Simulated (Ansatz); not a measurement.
# CCH3 on Pd(100), bridge start, 2x2 cell: photoemission fingerprints, part 2 of 4

What would XPS and UPS show for CCH3 on Pd(100), bridge start, 2x2 cell? Spin–orbit coupling is left out of the bands throughout.

Ansatz 0.2.0; DFT, PBE, plane-wave PAW, scalar-relativistic; PAW set soft_1.

So far, work function, upper face (eV): step 2 (the clean face) 5.08.

**3. Relaxing the atoms**

System of this step: H3Pd20C2. The cell holds 25 atoms: 3 H, 2 C and 20 Pd. Cell: a = 5.572 Å, b = 5.572 Å, c = 26.210 Å, α = 90.0°, β = 90.0°, γ = 90.0°. It derives from Pd. How the cell was made: adsorbate; added: CCH3; site: bridge; coverage 0.25 monolayer; cell: 2x2; on one face. Regions: ad, 5 atoms (3 H and 2 C); L1, 4 atoms (4 Pd); L2, 4 atoms (4 Pd); L3, 4 atoms (4 Pd); rest, 8 atoms (8 Pd). Vacuum lies along c.

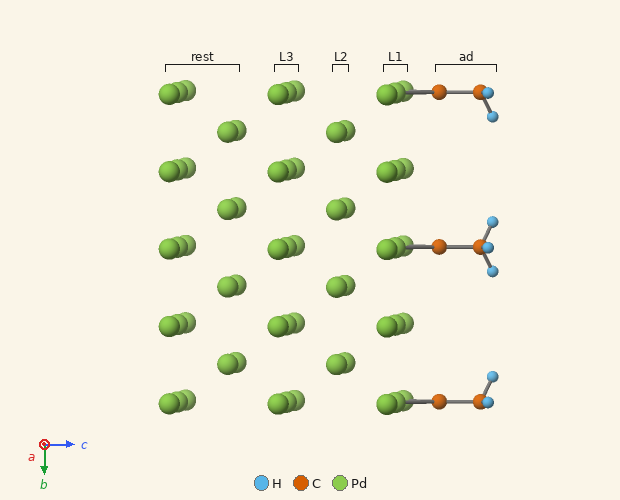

The cell of this step (hydrogen blue, carbon orange, palladium green). Bonds to atoms that aren't drawn are left out. 1×2×1 cells are drawn. Some periodic images of atoms are drawn too.

The cut or typed positions aren't at rest, and spectra shift with geometry, so the relaxation comes first. 12 atoms are held to stand for the bulk. A dipole correction cancels the field between unlike faces.

The input, input.yaml:

```yaml
crystal:
  lattice:
    - [5.5720014357, 0.0, 0.0]
    - [0.0, 5.5720014357, 0.0]
    - [0.0, 0.0, 26.21]
  atoms:
    - { symbol: H, position: [0.437046579, 0.0, 0.713849676] }
    - { symbol: H, position: [0.158594881, 0.159727166, 0.713849676] }
    - { symbol: H, position: [0.161516043, 0.840272834, 0.713849676] }
    - { symbol: C, position: [0.250949278, 0.0, 0.699351393] }
    - { symbol: C, position: [0.250632824, 0.0, 0.642121328] }
    - { symbol: Pd, position: [0.0, 0.0, 0.586798932] }
    - { symbol: Pd, position: [0.5, 0.0, 0.586798932] }
    - { symbol: Pd, position: [0.0, 0.5, 0.586798932] }
    - { symbol: Pd, position: [0.5, 0.5, 0.586798932] }
    - { symbol: Pd, position: [0.25, 0.25, 0.51163678] }
    - { symbol: Pd, position: [0.75, 0.25, 0.51163678] }
    - { symbol: Pd, position: [0.25, 0.75, 0.51163678] }
    - { symbol: Pd, position: [0.75, 0.75, 0.51163678] }
    - { symbol: Pd, position: [0.0, 0.0, 0.436474628] }
    - { symbol: Pd, position: [0.5, 0.0, 0.436474628] }
    - { symbol: Pd, position: [0.0, 0.5, 0.436474628] }
    - { symbol: Pd, position: [0.5, 0.5, 0.436474628] }
    - { symbol: Pd, position: [0.25, 0.25, 0.361312476] }
    - { symbol: Pd, position: [0.75, 0.25, 0.361312476] }
    - { symbol: Pd, position: [0.25, 0.75, 0.361312476] }
    - { symbol: Pd, position: [0.75, 0.75, 0.361312476] }
    - { symbol: Pd, position: [0.0, 0.0, 0.286150324] }
    - { symbol: Pd, position: [0.5, 0.0, 0.286150324] }
    - { symbol: Pd, position: [0.0, 0.5, 0.286150324] }
    - { symbol: Pd, position: [0.5, 0.5, 0.286150324] }
kpoints:
  mp_grid: { grid: [6, 6, 1] }
scf:
  occupations: { method: fermi_dirac, width: 0.05 }
  n_extra_bands: 19
hamiltonian:
  xc: pbe
  pseudopotentials: { kind: paw, azcp: { folder: soft_1 } }
output:
  forces: true
  write_potential: true
  volumetric_format: []
efield:
  axis: 3
  dipole_correction: true
relax:
  f_tol: 0.03
  max_steps: 45
  constraints: [{ sites: [13, 14, 15, 16, 17, 18, 19, 20, 21, 22, 23, 24] }]
```

Started as:

```console
ansatz run input.yaml --threads 8 --pin off --max-ram 40960MiB --backend cuda --events-out ev --progress --plain --runs-dir out
```

Numbers of over 12 decimals in the logs are rounded to 6 here.

The program printed:

```text
[...]
concurrent solve slots: 7 of 8 are kept, ahead of what memory takes: no pass of the eigensolver takes more rounds on 7
[...]
Crystal: 25 atoms, lattice volume = 813.747 Å³
Basis set: ecut = 420 eV, 15955 PW (Γ), exchange–correlation on 80×80×360 points (8 copies of the dense FFT grid, shifted against one another)
Bands: 205, of which v1, the nominal top of the filled ones, is band 186 counted from 1 (185 counted from 0)
Symmetry: 1 space group operations
[...]
k-points: 20 of 36 (time reversal used)
[...]
SCF iter   1: F=—  HF=-140028.819277 eV  |F-HF|=—  |Δ(HF+E_count)|=         —  Δρ=1.15e-1  dr2=2.00e2  ethr=3.10e-3  p=0.000 e·Å  D=6.99e-7 V/Å  ΔV_dip=-0.00 eV  dr2_dipole=7.19e0  V_vac-E_F(+/−)=2.68/2.68 eV  ⟨swp⟩=6.0  Hψ=14690  notcnv=0
[...]
SCF iter   2: F=—  HF=-140033.567905 eV  |F-HF|=—  |Δ(HF+E_count)|=    4.75e0  Δρ=1.30e-1  dr2=1.36e2  ethr=3.10e-3  p=0.324 e·Å  D=7.21e-2 V/Å  ΔV_dip=-1.89 eV  dr2_dipole=6.82e0  V_vac-E_F(+/−)=2.91/4.80 eV  ⟨swp⟩=4.0  Hψ=11635  notcnv=0  defer=49
[...]
SCF iter  12: F=-140001.608820 eV  HF=-140001.608830 eV  |F-HF|=1.01e-5  |Δ(HF+E_count)|=   1.17e-6  Δρ=2.08e-5  dr2=1.13e-5  ethr=6.06e-9  p=0.282 e·Å  D=6.27e-2 V/Å  ΔV_dip=-1.64 eV  dr2_dipole=8.97e-7  V_vac-E_F(+/−)=3.46/5.10 eV  ⟨swp⟩=11.7  Hψ=42814  notcnv=0
SCF 1 converged in 12 iterations: F = -140001.608820 eV  dr2 = 1.13e-5
[...]
relax step   1: F+E_penalty+E_count = -140001.60881980 eV  Δ(F+E_penalty+E_count) = +0.000e0 eV  max|allowed force component| = 1.794e0 eV/Å  Δτ_max = 0.0000 Å  (12 SCF iters, dr2 threshold 2.25e-5 eV, accepted)
[...]
SCF 2 converged in 7 iterations: F = -140001.859978 eV  dr2 = 2.60e-5
[...]
SCF 3 converged in 6 iterations: F = -140001.905564 eV  dr2 = 2.72e-5
[...]
SCF 4 converged in 6 iterations: F = -140001.908043 eV  dr2 = 1.65e-6
[...]
SCF 5 converged in 8 iterations: F = -140001.907857 eV  dr2 = 1.12e-8
[...]
SCF 6 converged in 7 iterations: F = -140001.908045 eV  dr2 = 9.32e-8
[...]
SCF 7 converged in 7 iterations: F = -140001.907859 eV  dr2 = 6.98e-8
[...]
SCF 8 converged in 7 iterations: F = -140001.908142 eV  dr2 = 3.63e-8
[...]
SCF converged after 7 iterations
[...]
--- Relaxed structure (8 steps of the walk, 6 accepted, 0 SCFs on fresh bases) ---
  F+E_penalty+E_count = -140001.90814210 eV   max|allowed force component| = 4.602e-3 eV/Å
  atoms:
    - { symbol: H, position: [0.434498, 0.001065, 0.709525] }
    - { symbol: H, position: [0.154415, 0.159309, 0.708044] }
    - { symbol: H, position: [0.156042, 0.840073, 0.708034] }
    - { symbol: C, position: [0.251200, 0.000189822, 0.693929] }
    - { symbol: C, position: [0.250857, 0.000126353, 0.637467] }
    - { symbol: Pd, position: [-0.00223085, -1.4648586668667105e-5, 0.589624] }
    - { symbol: Pd, position: [0.502758, -1.6089406584595352e-5, 0.589545] }
    - { symbol: Pd, position: [0.000829187, 0.499981, 0.586381] }
    - { symbol: Pd, position: [0.498727, 0.499980, 0.586494] }
    - { symbol: Pd, position: [0.250044, 0.250414, 0.511323] }
    - { symbol: Pd, position: [0.749984, 0.247704, 0.512773] }
    - { symbol: Pd, position: [0.250046, 0.749567, 0.511321] }
    - { symbol: Pd, position: [0.749985, 0.752287, 0.512775] }
    - { symbol: Pd, position: [0.0, 0.0, 0.436475] }
    - { symbol: Pd, position: [0.5, 0.0, 0.436475] }
    - { symbol: Pd, position: [0.0, 0.5, 0.436475] }
    - { symbol: Pd, position: [0.5, 0.5, 0.436475] }
    - { symbol: Pd, position: [0.25, 0.25, 0.361312] }
    - { symbol: Pd, position: [0.750000, 0.25, 0.361312] }
    - { symbol: Pd, position: [0.25, 0.750000, 0.361312] }
    - { symbol: Pd, position: [0.750000, 0.750000, 0.361312] }
    - { symbol: Pd, position: [0.0, 0.0, 0.286150324] }
    - { symbol: Pd, position: [0.5, 0.0, 0.286150324] }
    - { symbol: Pd, position: [0.0, 0.5, 0.286150324] }
    - { symbol: Pd, position: [0.5, 0.5, 0.286150324] }
```

It took 11 s on 1 × NVIDIA GB200 with 8 threads of Arm Neoverse V2, shared host; peak memory 1.6 GiB; 47 s of CPU time.

Relaxation path:

```csv
step,energy less that of the first step (eV),largest force component (eV/Å)
1,0.0000,1.7937
2,-0.2512,0.8982
3,-0.2967,0.1915
4,-0.2992,0.0312
5,-0.2990,0.0370
6,-0.2992,0.0311
7,-0.2990,0.0370
8,-0.2993,0.0046
```

Relaxation steps 5, 7 were tried and not accepted.

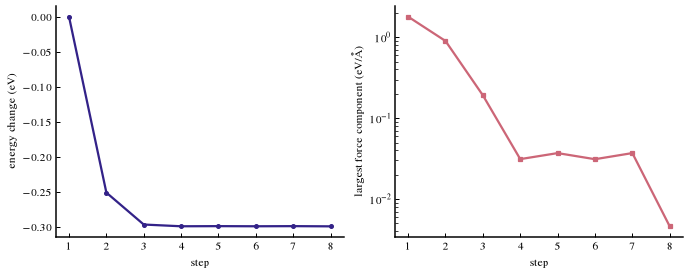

Energy and largest force along the relaxation.

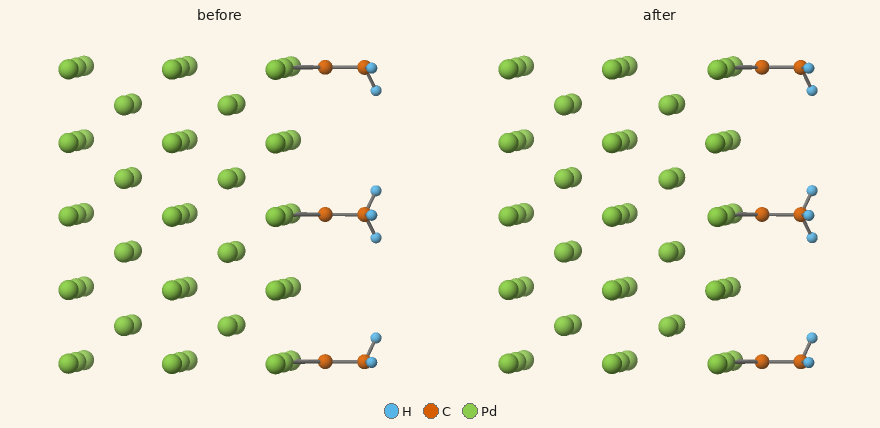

Before and after, at one scale. Bonds to atoms that aren't drawn are left out.

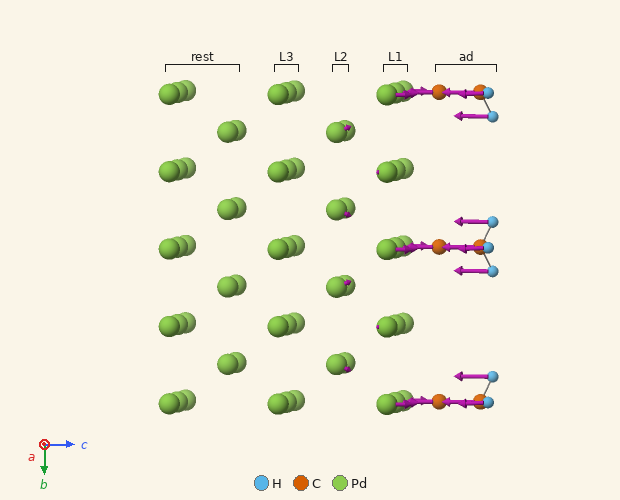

Displacements in the relaxation, exaggerated; the longest in the cell stands for 0.16 Å. Bonds to atoms that aren't drawn are left out. 1×2×1 cells are drawn. Some periodic images of atoms are drawn too.

The atoms that moved most (Å):

```csv
atom,dx,dy,dz,length
H3,-0.031,-0.001,-0.152,0.155
H2,-0.023,-0.002,-0.152,0.154
C4,0.001,0.001,-0.142,0.142
C5,0.001,0.001,-0.122,0.122
H1,-0.014,0.006,-0.113,0.114
Pd6,-0.012,0.000,0.074,0.075
Pd7,0.015,0.000,0.072,0.074
Pd13,0.000,0.013,0.030,0.032
```

Numbers from this step:

| Property | Result |
| --- | --- |
| free energy | -140001.9081 eV |
| energy at zero smearing | -140001.7320 eV |
| smearing term TS | 0.3524 eV |
| Fermi energy | 4.693 eV |
| symmetry operations | 1 |
| work function, upper face | 3.527 eV |
| work function, lower face | 5.098 eV |

The relaxation ends 12 meV an atom lower, with a largest force component of 0.0046 eV/Å on the free atoms. Between step 2 and this run (25 atoms) the value for the work function, upper face moves from 5.08 eV to 3.53 eV (-31 %).

[end of part 2 of 4]

[Logs are printed without paths, hosts, clocks, repeated set-up lines and the standing remarks that a program may print on its own settings, such as how far it seeks lower states.]

[Hosts, paths, dates, database ids (printed as entryN), source tags and the programs' standing remarks are cut or masked in the printed files.]

[Maps of the electrostatic potential energy from Ansatz leave out the sawtooth potential of an applied field or a dipole correction, so their vacuum need not be flat; work functions include it.]
